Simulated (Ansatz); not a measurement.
A series of calculations on CH3NOTe

**1. Relaxation**

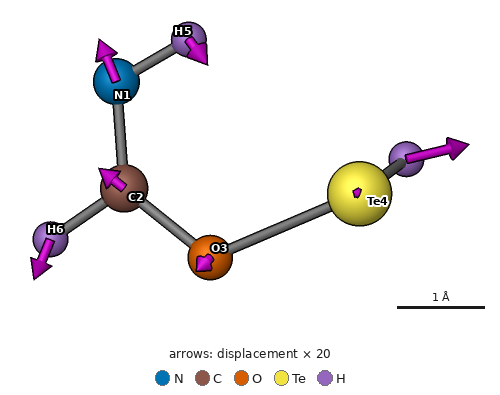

A relaxation of CH3NOTe. The starting structure is drawn; purple arrows show the displacements, 20 times their true length. The two geometries are superimposed by the best rigid fit.

Style: ball-and-stick. Shown at a tilt.

The run prepares an end point of a later path (hydrogen shift) calculation, from a guessed geometry.

Level of theory: RKS PBE0-D4/def2-SVP in Ansatz 0.2.0.

Input file:
```yaml
crystal:
  periodic: [false, false, false]
  atoms:
    - { symbol: "N", position_ang: [0.89441, 1.08249, 0.37084] }
    - { symbol: C, position_ang: [0.2487, 0.20251, 0.967] }
    - { symbol: O, position_ang: [-0.39103, -0.87409, 0.5189] }
    - { symbol: Te, position_ang: [-0.35461, -1.37714, -1.43969] }
    - { symbol: H, position_ang: [0.9534, 0.94743, -0.64261] }
    - { symbol: H, position_ang: [0.14421, 0.2737, 2.04813] }
    - { symbol: H, position_ang: [-1.49508, -0.25489, -1.82257] }
basis:
  gaussian: { orbitals: def2-SVP }
hamiltonian:
  xc: pbe0
  dispersion: d4
relax:
  f_tol: 0.02
  max_steps: 50
output:
  orbitals: {}
```

Run as
```bash
ansatz run input.yaml --threads 2 --pin off --max-ram 3072MiB --backend cpu --events-out ev --progress --plain --runs-dir out
```

What did the optimiser do to the structure, and how much energy did it gain?

Over 5 geometry steps the energy falls by 3.35 kJ/mol. The largest force component goes from 1 to 0.019 eV/Å. H7 moves most after the best rigid fit: 0.039 Å. Largest moves by element: H 0.039 Å, N 0.028 Å, C 0.020 Å, O 0.014 Å, Te 0.005 Å. Among the contacts that change: Te4–H7 1.645 → 1.671 Å, C2–O3 1.330 → 1.350 Å, C2–H6 1.088 → 1.104 Å, N1–C2 1.244 → 1.257 Å. Bond angles that change, for instance: C2–N1–H5 114.3° → 111.8°, O3–C2–H6 110.0° → 107.8°. Cost: 11 s on 2 threads of Intel(R) Xeon(R) Platinum 8488C (Sapphire Rapids) (shared host), peak memory 0.19 GiB.

**2. Relaxation**

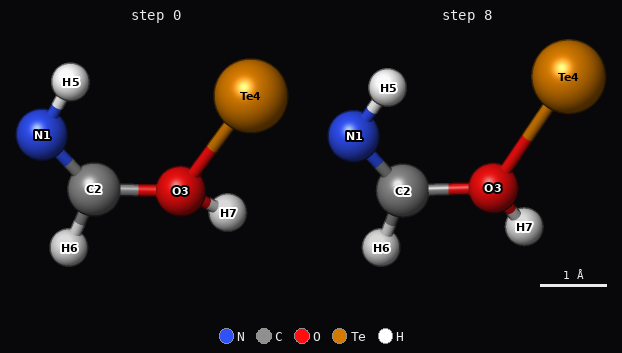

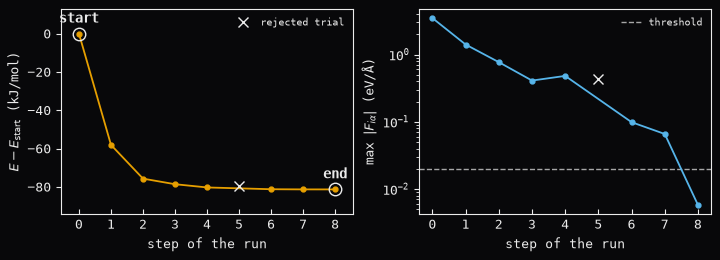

First and last geometry of a relaxation of CH3NOTe, with the history of the run. Style: ball-and-stick. Shown at a tilt.

The run prepares an end point of a later path (hydrogen shift) calculation, from a guessed geometry.

The calculation used RKS PBE0-D4/def2-SVP in Ansatz 0.2.0. Set-up: no spin polarisation; force threshold 0.02 eV/Å; at most 50 steps.

> Read the history and describe the run.

It converged. The energy falls by 81.3 kJ/mol in 7 accepted moves (8 points after the start). The largest force component goes from 3.5 to 0.0058 eV/Å. The line search rejected the trial step at point 5 of the run. The largest moves after the best rigid fit, 0.32 Å, are those of Te4 and H7. By element the largest moves are Te 0.32 Å, H 0.31 Å, O 0.07 Å, C 0.07 Å, N 0.03 Å. Among the contacts that change: Te4–H7 2.349 → 2.826 Å, C2–Te4 2.941 → 3.250 Å, O3–Te4 2.022 → 2.248 Å, C2–O3 1.330 → 1.397 Å. Bond angles that change, for instance: C2–O3–H7 137.6° → 114.9°, Te4–O3–H7 96.4° → 117.3°, N1–C2–O3 131.4° → 123.8°. Cost: 16 s on 2 threads of Intel(R) Xeon(R) Platinum 8488C (Sapphire Rapids) (shared host), peak memory 0.19 GiB.

**3. Path**

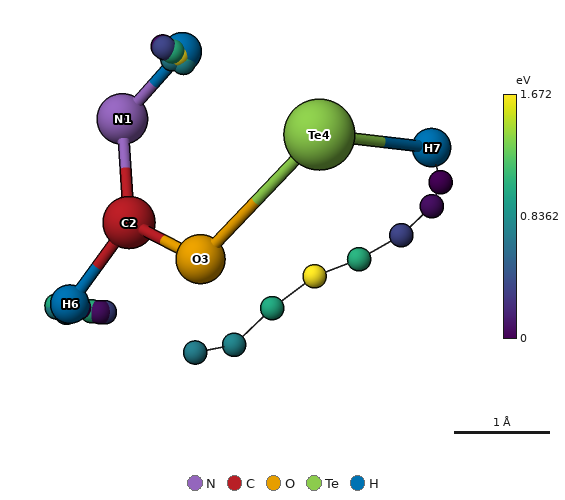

A nudged-elastic-band calculation for CH₃NOTe. Images are numbered from 0 (start) to 8 (end). The start is drawn whole; smaller spheres mark the moving atoms (H) in the later images, joined by lines and coloured by the energy of the image relative to the start. Style: ball-and-stick. Shown at a tilt.

Theory: RKS PBE0-D4/def2-SVP in Ansatz 0.2.0. Set-up: 7 movable images; climbing image; force threshold 0.03 eV/Å; iteration limit 60; starting path through a guess of the saddle point.

What moves, how far, and at what cost in energy?

A hydrogen atom shifts from one atom to another. Breaking: H–Te (1.67 → 2.83 Å). Forming: H–O (2.71 → 0.97 Å). The energy climbs by 1.67 eV to image 5 and then falls by 0.95 eV, so the end point sits at +0.72 eV. The band converged in 14 iterations. The largest component of the band force went from 15 to 0.021 eV/Å. The climbing image converged on the top of the path. Its vibrational analysis gives one imaginary mode (1450i cm⁻¹), as a transition state must have.

Cost: 2.6 min on 2 threads of Intel(R) Xeon(R) Platinum 8488C (Sapphire Rapids), on a shared host, peak memory 0.2 GiB.
